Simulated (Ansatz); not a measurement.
**Geometry relaxation of WHBrClF₅ (part 2 of 2)**

The same run, continued: WHBrClF₅; RHF/def2-SVP (Ansatz 0.2.0). It belongs to a series of runs on one base structure; here: end point A relaxed.

Geometry of the input (Å):
```
W  -0.0906  -0.0874  -0.1859
F  0.0387  0.0553  1.6490
F  1.7193  -0.1338  -0.3215
F  -0.1658  1.7207  -0.3336
F  -1.9051  -0.1166  0.0208
F  -0.0912  -1.9011  0.0295
Cl -0.3044  -0.3190  -2.4332
Br 2.1903  2.2454  1.7520
H  1.3559  1.3981  2.6431
```

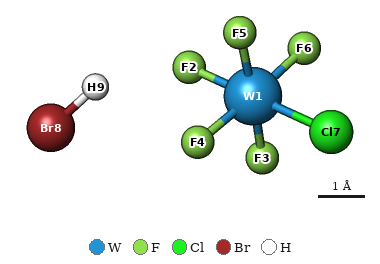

Figure 1. The geometry at step 18 of the log (ball-and-stick view, seen at a tilt; atoms are numbered from 1 in the order of the input).

Trajectory as extended XYZ, continued:
```
9
Properties=species:S:1:pos:R:3:forces:R:3 step=9 energy=-97835.74123
W    -0.2037   -0.2038   -0.3626    0.0065   0.0080  -0.0637
F     0.0879    0.1032    1.4254    0.0004   0.0009   0.0220
F     1.6031   -0.2141   -0.6019   -0.0186   0.0056   0.0000
F    -0.2420    1.6011   -0.6126    0.0063  -0.0174   0.0008
F    -1.9958   -0.1906   -0.0233    0.0051   0.0017   0.0069
F    -0.1633   -1.9934   -0.0125    0.0017   0.0040   0.0058
Cl   -0.5588   -0.5772   -2.5712    0.0019   0.0006   0.0272
Br    2.5904    2.6564    2.6242   -0.0257  -0.0261   0.0132
H     1.6294    1.6802    2.9546    0.0224   0.0227  -0.0122
9
Properties=species:S:1:pos:R:3:forces:R:3 step=10 energy=-97835.74169
W    -0.1923   -0.1918   -0.3829   -0.0052  -0.0097  -0.0309
F     0.1639    0.1798    1.3845   -0.0222  -0.0274  -0.0859
F     1.6053   -0.2094   -0.6911   -0.0886  -0.0031   0.0156
F    -0.2370    1.6036   -0.7005   -0.0048  -0.0892   0.0088
F    -1.9715   -0.1638    0.0240    0.0739   0.0177  -0.0091
F    -0.1379   -1.9682    0.0330    0.0169   0.0712  -0.0001
Cl   -0.6368   -0.6588   -2.5601    0.0271   0.0377   0.1009
Br    2.5669    2.6330    2.7510   -0.1063  -0.1079   0.0308
H     1.5865    1.6372    2.9622    0.1092   0.1108  -0.0302
9
Properties=species:S:1:pos:R:3:forces:R:3 step=11 energy=-97835.74272
W    -0.1946   -0.1953   -0.3813    0.0084   0.0192  -0.0566
F     0.1588    0.1758    1.3845    0.0015   0.0078  -0.0029
F     1.6024   -0.2129   -0.6872   -0.0281   0.0022   0.0191
F    -0.2407    1.5989   -0.7000    0.0075  -0.0218   0.0304
F    -1.9732   -0.1659    0.0227    0.0163  -0.0019  -0.0020
F    -0.1381   -1.9703    0.0353   -0.0019   0.0131  -0.0140
Cl   -0.6290   -0.6459   -2.5601   -0.0053  -0.0202   0.0253
Br    2.5705    2.6363    2.7567   -0.0331  -0.0336   0.0130
H     1.5911    1.6411    2.9494    0.0347   0.0353  -0.0123
9
Properties=species:S:1:pos:R:3:forces:R:3 step=12 energy=-97835.74308
W    -0.1971   -0.1965   -0.3846   -0.0112  -0.0201  -0.0099
F     0.1531    0.1687    1.3828    0.0090   0.0027   0.0336
F     1.5998   -0.2135   -0.6846    0.0194   0.0074  -0.0048
F    -0.2408    1.5985   -0.6934    0.0029   0.0151  -0.0149
F    -1.9754   -0.1670    0.0176   -0.0178   0.0034   0.0093
F    -0.1414   -1.9723    0.0261    0.0037  -0.0156   0.0210
Cl   -0.6319   -0.6544   -2.5591   -0.0041   0.0090  -0.0341
Br    2.5816    2.6484    2.7842   -0.0143  -0.0145   0.0057
H     1.5990    1.6499    2.9312    0.0125   0.0126  -0.0059
9
Properties=species:S:1:pos:R:3:forces:R:3 step=13 energy=-97835.74355
W    -0.1950   -0.1949   -0.3898   -0.0095  -0.0113  -0.0307
F     0.1736    0.1899    1.3702    0.0044   0.0033   0.0158
F     1.5992   -0.2137   -0.7083   -0.0035   0.0018  -0.0004
F    -0.2410    1.5970   -0.7186    0.0010  -0.0055  -0.0019
F    -1.9692   -0.1604    0.0310    0.0022   0.0023   0.0028
F    -0.1340   -1.9660    0.0411    0.0022   0.0034   0.0050
Cl   -0.6527   -0.6735   -2.5568    0.0037   0.0063   0.0089
Br    2.5765    2.6433    2.8321   -0.0397  -0.0403   0.0073
H     1.5898    1.6401    2.9193    0.0394   0.0400  -0.0067
9
Properties=species:S:1:pos:R:3:forces:R:3 step=14 energy=-97835.74372
W    -0.1937   -0.1938   -0.3961   -0.0010  -0.0001  -0.0340
F     0.1958    0.2127    1.3554    0.0004   0.0011  -0.0011
F     1.5972   -0.2149   -0.7347   -0.0183  -0.0027   0.0054
F    -0.2423    1.5945   -0.7457   -0.0019  -0.0195   0.0072
F    -1.9629   -0.1533    0.0455    0.0162   0.0000  -0.0047
F    -0.1267   -1.9595    0.0563   -0.0004   0.0177  -0.0065
Cl   -0.6748   -0.6952   -2.5533    0.0041   0.0027   0.0317
Br    2.5723    2.6391    2.8934   -0.0882  -0.0897   0.0042
H     1.5821    1.6321    2.8992    0.0891   0.0906  -0.0022
9
Properties=species:S:1:pos:R:3:forces:R:3 step=15 energy=-97835.74399
W    -0.1943   -0.1945   -0.3965   -0.0047  -0.0033  -0.0194
F     0.1940    0.2109    1.3554    0.0020   0.0033   0.0036
F     1.5966   -0.2158   -0.7337   -0.0075  -0.0009   0.0016
F    -0.2431    1.5938   -0.7448    0.0001  -0.0078   0.0041
F    -1.9637   -0.1544    0.0438    0.0079   0.0003  -0.0002
F    -0.1277   -1.9603    0.0548    0.0000   0.0090  -0.0028
Cl   -0.6746   -0.6947   -2.5532    0.0022  -0.0006   0.0114
Br    2.5743    2.6411    2.9000   -0.0444  -0.0452   0.0028
H     1.5857    1.6356    2.8945    0.0445   0.0452  -0.0010
9
Properties=species:S:1:pos:R:3:forces:R:3 step=16 energy=-97835.74423
W    -0.1937   -0.1938   -0.3997   -0.0022  -0.0020   0.0006
F     0.2036    0.2208    1.3485    0.0005   0.0004  -0.0007
F     1.5955   -0.2167   -0.7448    0.0012  -0.0003  -0.0020
F    -0.2439    1.5927   -0.7557   -0.0003   0.0015  -0.0018
F    -1.9605   -0.1512    0.0498    0.0005   0.0001   0.0003
F    -0.1247   -1.9570    0.0605    0.0000   0.0004   0.0003
Cl   -0.6844   -0.7052   -2.5507   -0.0001  -0.0005   0.0009
Br    2.5709    2.6378    2.9287   -0.0001  -0.0001   0.0029
H     1.5844    1.6343    2.8836    0.0005   0.0005  -0.0004
9
Properties=species:S:1:pos:R:3:forces:R:3 step=17 energy=-97835.74453
W    -0.1936   -0.1938   -0.4104    0.0010   0.0039   0.0343
F     0.2268    0.2446    1.3278   -0.0063  -0.0046  -0.0259
F     1.5913   -0.2207   -0.7770   -0.0017  -0.0021  -0.0054
F    -0.2480    1.5880   -0.7886   -0.0008   0.0005  -0.0022
F    -1.9542   -0.1451    0.0621    0.0039   0.0013  -0.0004
F    -0.1182   -1.9503    0.0736    0.0009   0.0025  -0.0039
Cl   -0.7127   -0.7332   -2.5474    0.0030  -0.0015   0.0012
Br    2.5696    2.6366    3.0081   -0.0415  -0.0422  -0.0034
H     1.5860    1.6356    2.8720    0.0415   0.0422   0.0058
9
Properties=species:S:1:pos:R:3:forces:R:3 step=18 energy=-97835.74432 accepted=F
W    -0.1944   -0.1938   -0.4208    0.0216   0.0132   0.0615
F     0.2539    0.2714    1.3047   -0.0065  -0.0134  -0.0569
F     1.5849   -0.2267   -0.8146   -0.0030  -0.0001   0.0122
F    -0.2535    1.5827   -0.8237   -0.0055  -0.0040   0.0014
F    -1.9471   -0.1372    0.0797    0.0126  -0.0021  -0.0221
F    -0.1120   -1.9428    0.0887   -0.0017   0.0106  -0.0096
Cl   -0.7375   -0.7621   -2.5439   -0.0176  -0.0043   0.0106
Br    2.5649    2.6323    3.0935   -0.1190  -0.1210  -0.0268
H     1.5879    1.6380    2.8565    0.1192   0.1212   0.0297
9
Properties=species:S:1:pos:R:3:forces:R:3 step=19 energy=-97835.74478
W    -0.1934   -0.1935   -0.4164    0.0043   0.0053   0.0255
F     0.2416    0.2596    1.3143   -0.0076  -0.0073  -0.0196
F     1.5887   -0.2236   -0.7970   -0.0037  -0.0012  -0.0051
F    -0.2509    1.5855   -0.8083   -0.0007  -0.0024  -0.0041
F    -1.9502   -0.1410    0.0694    0.0039   0.0018   0.0016
F    -0.1144   -1.9461    0.0806    0.0015   0.0030   0.0004
Cl   -0.7288   -0.7503   -2.5448    0.0024   0.0007  -0.0009
Br    2.5672    2.6342    3.0498   -0.0261  -0.0266  -0.0023
H     1.5873    1.6370    2.8725    0.0262   0.0267   0.0044
9
Properties=species:S:1:pos:R:3:forces:R:3 step=20 energy=-97835.74505
W    -0.1934   -0.1938   -0.4311    0.0119   0.0166   0.0112
F     0.2752    0.2940    1.2817   -0.0047  -0.0017  -0.0313
F     1.5812   -0.2318   -0.8466   -0.0168  -0.0013   0.0118
F    -0.2591    1.5771   -0.8587    0.0016  -0.0147   0.0172
F    -1.9405   -0.1315    0.0881    0.0148  -0.0004  -0.0115
F    -0.1048   -1.9360    0.1004   -0.0011   0.0146  -0.0182
Cl   -0.7653   -0.7866   -2.5406   -0.0056  -0.0129   0.0200
Br    2.5621    2.6292    3.1472   -0.0545  -0.0555  -0.0122
H     1.5915    1.6411    2.8796    0.0543   0.0553   0.0130
9
Properties=species:S:1:pos:R:3:forces:R:3 step=21 energy=-97835.74497 accepted=F
W    -0.1925   -0.1916   -0.4388   -0.0002  -0.0131   0.0158
F     0.2910    0.3088    1.2664   -0.0092  -0.0185  -0.0290
F     1.5787   -0.2337   -0.8685   -0.0258   0.0026   0.0028
F    -0.2604    1.5767   -0.8769   -0.0044  -0.0320  -0.0114
F    -1.9353   -0.1251    0.0943    0.0221   0.0093  -0.0049
F    -0.1009   -1.9307    0.1027    0.0104   0.0246   0.0121
Cl   -0.7868   -0.8140   -2.5339    0.0076   0.0279   0.0138
Br    2.5585    2.6262    3.1997   -0.0993  -0.1011  -0.0309
H     1.5948    1.6451    2.8750    0.0987   0.1004   0.0316
9
Properties=species:S:1:pos:R:3:forces:R:3 step=22 energy=-97835.74531
W    -0.1926   -0.1926   -0.4340   -0.0007  -0.0009   0.0088
F     0.2812    0.2998    1.2756   -0.0040  -0.0043  -0.0093
F     1.5806   -0.2320   -0.8541   -0.0059   0.0011  -0.0016
F    -0.2592    1.5771   -0.8652    0.0011  -0.0061  -0.0020
F    -1.9381   -0.1283    0.0896    0.0055   0.0026   0.0020
F    -0.1023   -1.9335    0.1008    0.0025   0.0056   0.0023
Cl   -0.7751   -0.7982   -2.5363    0.0018   0.0023  -0.0012
Br    2.5596    2.6268    3.1682   -0.0412  -0.0419  -0.0099
H     1.5930    1.6427    2.8756    0.0409   0.0416   0.0109
9
Properties=species:S:1:pos:R:3:forces:R:3 step=23 energy=-97835.74546
W    -0.1924   -0.1920   -0.4392   -0.0020  -0.0077   0.0011
F     0.2939    0.3123    1.2634   -0.0010  -0.0052  -0.0060
F     1.5776   -0.2344   -0.8722   -0.0045   0.0023   0.0011
F    -0.2614    1.5747   -0.8822   -0.0011  -0.0069  -0.0056
F    -1.9339   -0.1234    0.0969    0.0064   0.0022  -0.0015
F    -0.0981   -1.9291    0.1069    0.0028   0.0068   0.0064
Cl   -0.7892   -0.8143   -2.5328   -0.0003   0.0089   0.0036
Br    2.5553    2.6227    3.2072   -0.0499  -0.0507  -0.0148
H     1.5952    1.6452    2.8721    0.0495   0.0504   0.0159
9
Properties=species:S:1:pos:R:3:forces:R:3 step=24 energy=-97835.74560
W    -0.1915   -0.1916   -0.4464   -0.0082  -0.0062  -0.0023
F     0.3111    0.3304    1.2463   -0.0060  -0.0047  -0.0106
F     1.5746   -0.2374   -0.8955   -0.0119  -0.0020  -0.0034
F    -0.2646    1.5705   -0.9072   -0.0006  -0.0105  -0.0014
F    -1.9279   -0.1175    0.1053    0.0131   0.0037   0.0027
F    -0.0913   -1.9229    0.1171    0.0033   0.0119   0.0004
Cl   -0.8112   -0.8344   -2.5276    0.0108   0.0083   0.0133
Br    2.5489    2.6160    3.2607   -0.0749  -0.0763  -0.0284
H     1.5989    1.6486    2.8674    0.0745   0.0758   0.0296
9
Properties=species:S:1:pos:R:3:forces:R:3 step=25 energy=-97835.74578
W    -0.1918   -0.1914   -0.4482   -0.0018  -0.0076  -0.0021
F     0.3163    0.3352    1.2414    0.0008  -0.0034  -0.0075
F     1.5726   -0.2390   -0.9035   -0.0037   0.0014   0.0036
F    -0.2659    1.5694   -0.9136   -0.0020  -0.0066  -0.0029
F    -1.9261   -0.1150    0.1096    0.0069   0.0009  -0.0045
F    -0.0899   -1.9211    0.1197    0.0017   0.0080   0.0033
Cl   -0.8147   -0.8403   -2.5262   -0.0015   0.0077   0.0086
Br    2.5459    2.6132    3.2774   -0.0589  -0.0600  -0.0233
H     1.6007    1.6508    2.8635    0.0585   0.0595   0.0248
9
Properties=species:S:1:pos:R:3:forces:R:3 step=26 energy=-97835.74613
W    -0.1911   -0.1913   -0.4537   -0.0003   0.0011   0.0047
F     0.3301    0.3498    1.2273    0.0016   0.0026  -0.0031
F     1.5697   -0.2423   -0.9218    0.0023   0.0001  -0.0002
F    -0.2694    1.5654   -0.9335    0.0009   0.0025   0.0013
F    -1.9208   -0.1102    0.1170   -0.0008  -0.0001   0.0003
F    -0.0841   -1.9156    0.1288   -0.0003  -0.0006  -0.0016
Cl   -0.8308   -0.8545   -2.5212   -0.0029  -0.0050  -0.0032
Br    2.5380    2.6050    3.3202   -0.0225  -0.0229  -0.0088
H     1.6055    1.6554    2.8570    0.0219   0.0223   0.0105
```

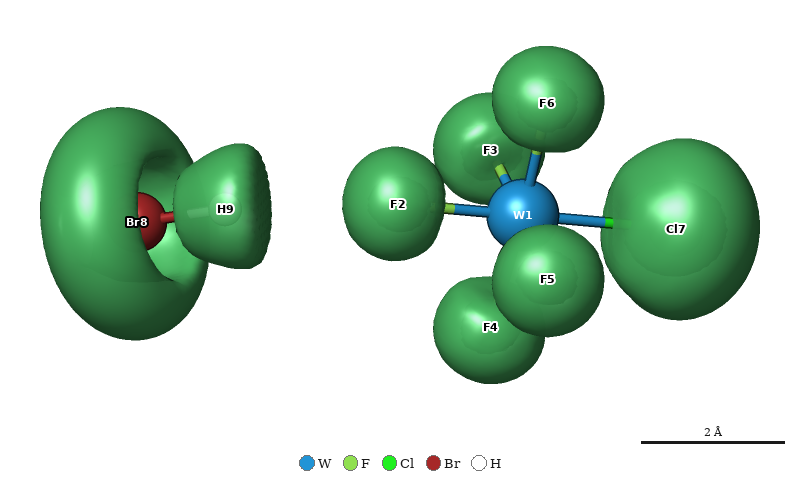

Figure 2. Isosurface of the electron localisation function at 0.75 (green), seen from the side. Core shells and regions of very low density are left out. Along the contacts the grid gives the following. F2···H9 (2.45 Å): the ELF is only about 0 between them; a non-bonded, intermolecular contact. W–F (1.82 Å): the ELF peaks at about 0.80 in the valence shell of F, 0.5 Å from its nucleus, and drops to about 0.20 between the two atoms.

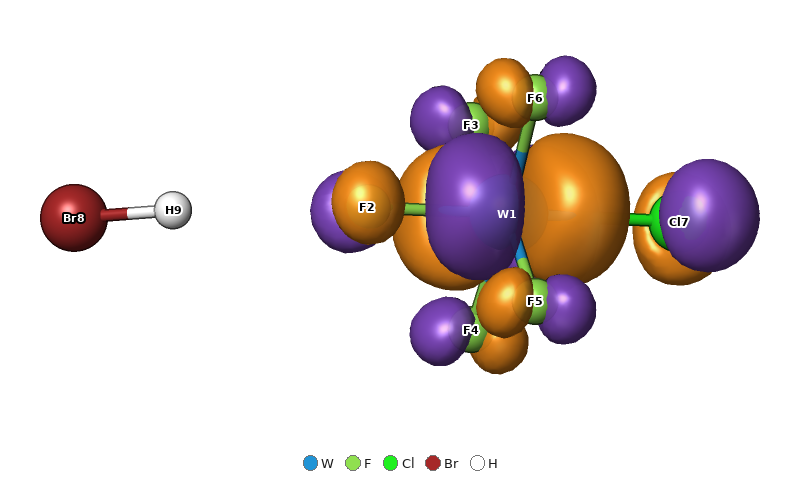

Figure 3. One frontier orbital at ±0.1 Å⁻³ᐟ² (orange and purple are the two phases), seen from the side. The LUMO, at −2.18 eV. By Hirshfeld shares it lies mainly on W1 (70 %) and Cl7 (10 %).

Key numbers:

```csv
quantity,value
outcome,converged
total energy,−97835.7461 eV
mean-field energy,−97835.7461 eV
largest force (length of the vector) at the end,0.033 eV/Å
wall time,75 s (CPU time 4.7 min)
peak memory,0.55 GiB
```
